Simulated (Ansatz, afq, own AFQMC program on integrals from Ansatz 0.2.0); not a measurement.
# CH₂Si+ (doublet): quantum Monte Carlo beside coupled cluster, cc-pVDZ, part 2 of 2

Ansatz 0.2.0, Gaussian basis, and an in-house AFQMC program (afq) on its integrals; all values are calculated; cc-pVDZ, frozen cores.

## 9. CCSDT(Q) on UHF

in.yaml reads:

```yaml
crystal:
  periodic: [false, false, false]
  atoms:
    - {symbol: Si, position_ang: [0.000000, 0.000000, 0.595671]}
    - {symbol: C, position_ang: [0.000000, 0.000000, -1.106259]}
    - {symbol: H, position_ang: [0.000000, -0.909276, -1.707827]}
    - {symbol: H, position_ang: [0.000000, 0.909276, -1.707827]}
basis:
  gaussian: {orbitals: cc-pVDZ}
total_charge: 1
magnetization: {spin_polarized: true, initial_magnetization: 1}
correlation: {method: ccsdt_q, electrons: outside_noble_gas}
```

Command:

```console
$ ansatz run in.yaml --threads 1 --pin off --events-out ev --progress --plain --max-ram 1843MiB
```

The program printed, shortened:

```text
Functional definition: HF
  name "HF"
  cite "Fock, Z. Phys. 61, 126 (1930) doi:10.1007/BF01340294"
  parent pbe
[...]
789 factors; integrals over basis functions are off by at most 1.7e-7 eV
[...]
mean field -8914.58224442 eV, -327.6048549617 hartree, gradient 4.9e-6 eV, S^2 0.757091; 14 other end points of the search recorded, 0 dependent functions left out
determinant -8914.58224442 eV, -327.6048549617 hartree, with singles and doubles -8920.07898095 eV, -327.8068563031 hartree
determinant -8913.00681109 eV, -327.5469588544 hartree, with singles and doubles -8918.65865769 eV, -327.7546603863 hartree
determinant -8912.71302965 eV, -327.5361625858 hartree, with singles and doubles -8918.66601638 eV, -327.7549308130 hartree
determinant -8912.67681276 eV, -327.5348316395 hartree, with singles and doubles -8918.70120113 eV, -327.7562238288 hartree
determinant -8912.40754191 eV, -327.5249361185 hartree, with singles and doubles -8917.18740929 eV, -327.7005930045 hartree
determinant -8911.56479953 eV, -327.4939659071 hartree, with singles and doubles -8916.90563293 eV, -327.6902379144 hartree
determinant -8911.30522956 eV, -327.4844268866 hartree, with singles and doubles -8916.82288245 eV, -327.6871968903 hartree
6 core orbitals not correlated: weight in the atoms' cores, before any rotation towards them, 1.000 or more for the frozen orbitals, at most 0.000 for the correlated occupied ones
reference -8914.58224442 eV, -327.6048549617 hartree; 5, 4 occupied and 31, 32 virtual orbitals, 789 factors
second order -4.56653709 eV of doubles, -0.00000000 eV of singles
cycle   1  -5.21413118 eV  change   -6.5e-1 eV  update   7.5e-2
[...]
cycle  15  -5.66456065 eV  change    5.1e-7 eV  update   4.9e-7
perturbative correction -0.00851375 eV, -0.0003128747 hartree
Total energy: -8920.25531882 eV, -327.8133366006 hartree
```

Wall time 14 s (1 thread of Arm Neoverse V1, shared host); peak memory 0.32 GiB.

From the report: ⟨S²⟩ of the determinant 0.757 (pure doublet: 0.75); correlation -5.6731 eV; T1 0.013; largest double amplitude 0.10.

## 10. Phaseless AFQMC, CISD trial on UHF

It reads the integrals that the CCSD(T) run on this determinant wrote.

Command:

```console
$ afq ham --method phaseless --trial cisd --walkers 60 --populations 1 --least-time 40 --time-step 0.005 --steps-per-block 50 --equilibration-blocks 28 --max-blocks 300 --target-error 0.00036 --factor-cut 1e-05 --start spin_pure --seed 7725 --release-times 0.24,0.51,0.99,1.62,2.4 --release-step 0.03 --release-every 4 --taylor-order 6
```

The program printed:

```text
orbitals 36  electrons 5 4  factors 279 of 404
reference energy -327.60485365 Eh
CCSD correlation -0.20200126 Eh in 10 cycles, weight of the determinant in the CISD state 0.8885
energy of the start -327.806706 Eh
 block  time / (1/Eh)  mean weight  energy / Eh
     1     0.250  0.9995  -327.804435
     2     0.500  0.9995  -327.806059
     3     0.750  1.0003  -327.807596
     4     1.000  1.0008  -327.810458
     5     1.250  1.0007  -327.806801
     6     1.500  0.9997  -327.808855
     7     1.750  1.0007  -327.813343
     8     2.000  1.0011  -327.814475
     9     2.250  0.9995  -327.812720
    10     2.500  1.0010  -327.811686
    11     2.750  0.9986  -327.812068
    16     4.000  0.9981  -327.810916
    21     5.250  0.9977  -327.810372
    26     6.500  0.9985  -327.814305
    31     7.750  1.0001  -327.813656
    36     9.000  1.0006  -327.815475
    41    10.250  0.9993  -327.816605
    46    11.500  1.0018  -327.815035
    51    12.750  0.9987  -327.814026
    56    14.000  0.9983  -327.809032
    61    15.250  0.9989  -327.807024
    66    16.500  0.9992  -327.815980
    71    17.750  1.0000  -327.813577
    76    19.000  0.9980  -327.813757
    81    20.250  1.0001  -327.814979
    86    21.500  1.0009  -327.812472
    91    22.750  1.0012  -327.813523
    96    24.000  1.0030  -327.814883
   101    25.250  0.9971  -327.808881
   106    26.500  0.9976  -327.809951
   111    27.750  0.9978  -327.812021
   116    29.000  0.9999  -327.813193
   121    30.250  0.9991  -327.812859
   126    31.500  1.0023  -327.822236
   131    32.750  1.0006  -327.814583
   136    34.000  1.0007  -327.812343
   141    35.250  0.9991  -327.811934
   146    36.500  1.0013  -327.808730
   151    37.750  1.0021  -327.808258
   156    39.000  1.0003  -327.809287
   161    40.250  1.0003  -327.810741
   166    41.500  1.0014  -327.821653
   171    42.750  0.9995  -327.810228
   176    44.000  1.0026  -327.810086
   181    45.250  1.0003  -327.813044
   186    46.500  0.9974  -327.810599
   191    47.750  0.9991  -327.811510
   196    49.000  0.9965  -327.811618
   201    50.250  0.9990  -327.812202
   206    51.500  1.0009  -327.814974
   211    52.750  1.0005  -327.811334
   216    54.000  0.9985  -327.814331
   221    55.250  1.0007  -327.813941
   226    56.500  1.0007  -327.808516
   231    57.750  1.0007  -327.810551
   236    59.000  0.9974  -327.812499
blocks merged  error / Eh  count
     1  0.000223  210
     2  0.000279  105
     4  0.000312  52
     8  0.000339  26
    16  0.000337  13
released: time / (1/Eh)  energy / Eh  error  mean overlap
  0.24  -327.813531  0.000376  1.0015
  0.51  -327.813606  0.000332  0.9935
  0.99  -327.814017  0.000376  0.9852
  1.62  -327.814086  0.000472  0.9558
  2.40  -327.814660  0.000484  0.9345
energy -327.812964 +/- 0.000339 Eh
```

Wall time 4.6 min (1 thread of Arm Neoverse V1, shared host); peak memory 0.32 GiB.

Energy -8920.2452 ± 0.0092 eV. Caveats: constraint bias not in the error.

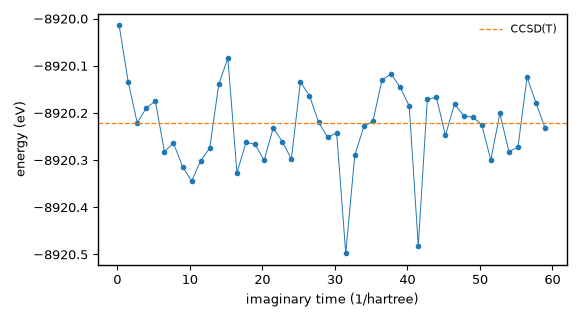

Block energies along the walk.

## 11. Phaseless AFQMC, single-determinant trial on UHF

It reads the integrals that the CCSD(T) run on this determinant wrote.

Command:

```console
$ afq ham --method phaseless --trial hf --walkers 120 --populations 1 --least-time 40 --time-step 0.005 --steps-per-block 20 --equilibration-blocks 112 --max-blocks 600 --target-error 0.00108 --factor-cut 1e-05 --start spin_pure --seed 4351 --taylor-order 6
```

The program printed:

```text
orbitals 36  electrons 5 4  factors 279 of 404
reference energy -327.60485365 Eh
CCSD correlation -0.20200126 Eh in 10 cycles, weight of the determinant in the CISD state 0.8885
energy of the start -327.604998 Eh
 block  time / (1/Eh)  mean weight  energy / Eh
     1     0.100  1.0017  -327.644622
     2     0.200  1.0019  -327.683316
     3     0.300  1.0002  -327.702903
     4     0.400  1.0010  -327.723874
     5     0.500  1.0016  -327.741770
     6     0.600  1.0019  -327.751588
     7     0.700  1.0027  -327.763345
     8     0.800  0.9990  -327.767207
     9     0.900  0.9994  -327.777022
    10     1.000  0.9997  -327.790433
    18     1.800  0.9994  -327.791702
    35     3.500  1.0005  -327.811717
    52     5.200  1.0003  -327.790123
    69     6.900  0.9993  -327.821199
    86     8.600  0.9993  -327.811614
   103    10.300  0.9999  -327.830881
   120    12.000  0.9997  -327.833911
   137    13.700  1.0024  -327.789800
   154    15.400  1.0023  -327.819283
   171    17.100  0.9990  -327.797535
   188    18.800  1.0006  -327.816351
   205    20.500  1.0004  -327.818034
   222    22.200  1.0013  -327.817398
   239    23.900  1.0016  -327.788006
   256    25.600  1.0002  -327.800311
   273    27.300  0.9992  -327.787234
   290    29.000  0.9992  -327.833099
   307    30.700  0.9994  -327.824361
   324    32.400  0.9998  -327.824846
   341    34.100  0.9996  -327.834113
   358    35.800  1.0015  -327.840615
   375    37.500  0.9996  -327.805450
   392    39.200  0.9983  -327.799118
   409    40.900  1.0002  -327.798883
   426    42.600  1.0019  -327.808310
   443    44.300  1.0001  -327.803585
   460    46.000  1.0003  -327.799841
   477    47.700  1.0007  -327.805279
   494    49.400  1.0015  -327.820376
   511    51.100  1.0005  -327.834351
   528    52.800  1.0004  -327.822238
   545    54.500  0.9999  -327.816413
   562    56.200  0.9996  -327.797951
   579    57.900  0.9998  -327.784104
   596    59.600  1.0000  -327.821031
   613    61.300  1.0005  -327.822294
   630    63.000  1.0019  -327.920099
   647    64.700  0.9999  -327.802124
   664    66.400  1.0009  -327.822681
   681    68.100  1.0001  -327.816671
   698    69.800  0.9988  -327.817493
blocks merged  error / Eh  count
     1  0.000626  600
     2  0.000830  300
     4  0.001062  150
     8  0.001316  75
    16  0.001630  37
    32  0.001963  18
    64  0.002407  9
energy -327.812307 +/- 0.001963 Eh
```

Run time: 4 min. Hardware: 1 thread of Arm Neoverse V1, shared host; peak memory 0.32 GiB.

Energy -8920.2273 ± 0.0534 eV. Caveats: constraint bias not in the error; error above the target. The error still grows with block length (0.0443 to 0.0655 eV), so the bar may be too small.

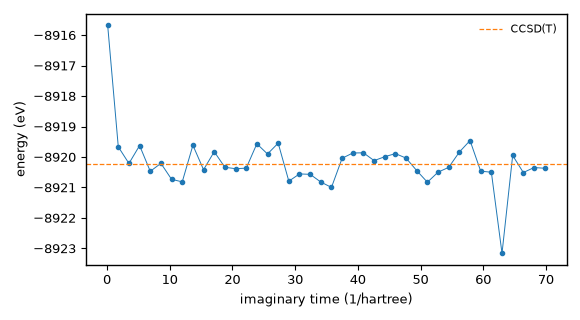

Block energies along the walk.

## 12. Free-projection AFQMC, CISD trial on UHF

It reads the integrals that the CCSD(T) run on this determinant wrote.

Command:

```console
$ afq ham --method free --trial cisd --walkers 60 --time-step 0.03 --max-blocks 80 --target-error 0.00036 --factor-cut 1e-05 --seed 2591 --times 0,0.3,0.6,1.2,1.8,2.4,3.6,4.8,6 --taylor-order 8
```

The program printed:

```text
orbitals 36  electrons 5 4  factors 279 of 404
reference energy -327.60485365 Eh
CCSD correlation -0.20200126 Eh in 10 cycles, weight of the determinant in the CISD state 0.8885
repeat  energy at the last time / Eh  error
    10  -327.815466  0.001564
    20  -327.812235  0.001124
    30  -327.812600  0.000944
    40  -327.813006  0.000896
    50  -327.812450  0.000854
    60  -327.812625  0.000782
    70  -327.812625  0.000689
    80  -327.812029  0.000631
time / (1/Eh)  energy / Eh  error  mean overlap
  0.00  -327.806980  0.000122  1.1252
  0.30  -327.810492  0.000165  1.1213
  0.60  -327.811989  0.000203  1.1132
  1.20  -327.812565  0.000188  1.1204
  1.80  -327.813131  0.000260  1.1204
  2.40  -327.813182  0.000318  1.1172
  3.60  -327.813548  0.000378  1.1146
  4.80  -327.812885  0.000426  1.1214
  6.00  -327.812029  0.000631  1.1720
energy -327.812029 +/- 0.000631 Eh
```

Run time: 4.6 min. Hardware: 1 thread of Arm Neoverse V1, shared host; peak memory 0.32 GiB.

Energy -8920.2197 ± 0.0172 eV. Caveats: remainder of the start not in the error; error above the target.

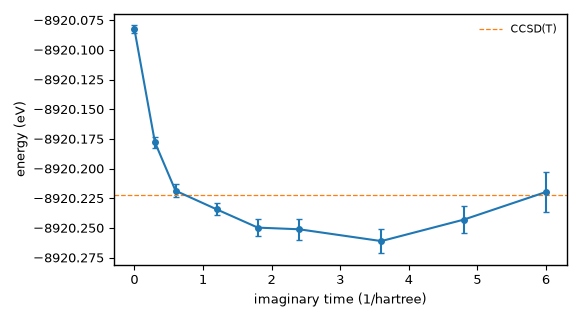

Energy against projection time, with error bars.

## 13. AFQMC on the ladder

On the UHF determinant, counted from CCSDT(Q) (a yardstick, not exact):

| level | energy (eV) | from CCSDT(Q) (meV) | statistical error (meV) | time |
| --- | --- | --- | --- | --- |
| HF | -8914.5822 | +5673.1 |  |  |
| MP2 | -8919.1487 | +1106.6 |  |  |
| CCSD | -8920.0789 | +176.4 |  |  |
| CCSD(T) | -8920.2221 | +33.2 |  |  |
| CCSDT(Q) | -8920.2553 | 0.0 |  |  |
| Phaseless AFQMC, CISD trial, step 0.005, 60 walkers | -8920.2452 | +10.1 | 9.2 | 4.6 min |
| Phaseless AFQMC, single-determinant trial, step 0.005, 120 walkers | -8920.2273 | +28.0 | 53.4 | 4 min |
| Free-projection AFQMC, CISD trial, step 0.03, 60 walkers | -8920.2197 | +35.6 | 17.2 | 4.6 min |

The functionals' totals stand on their own zeros and serve differences with other points: PBE -8930.151 eV; r2SCAN -8934.250 eV; PBE0 -8931.098 eV; B3LYP -8936.409 eV; wB97M-V -8934.892 eV; B2PLYP -8931.285 eV.

## 14. Outcome

The summary covers parts 1 to 2.

```
                                                      quantity             value
                                  CCSD(T) on UHF from CCSDT(Q)         +33.2 meV
              Phaseless AFQMC, CISD trial on UHF from CCSDT(Q)   +10.1 ± 9.2 meV
Phaseless AFQMC, single-determinant trial on UHF from CCSDT(Q)  +28.0 ± 53.4 meV
        Free-projection AFQMC, CISD trial on UHF from CCSDT(Q)  +35.6 ± 17.2 meV
```

What this shows: On UHF the phaseless walk with the CISD trial lies +10.1 meV from CCSDT(Q), within three error bars. Free projection has no constraint; at the last time it gives +35.6 ± 17.2 meV, and from a start that isn't spin pure other spins can mix in. Error bars are statistical and leave out the constraint, the time step and what remains of the start.
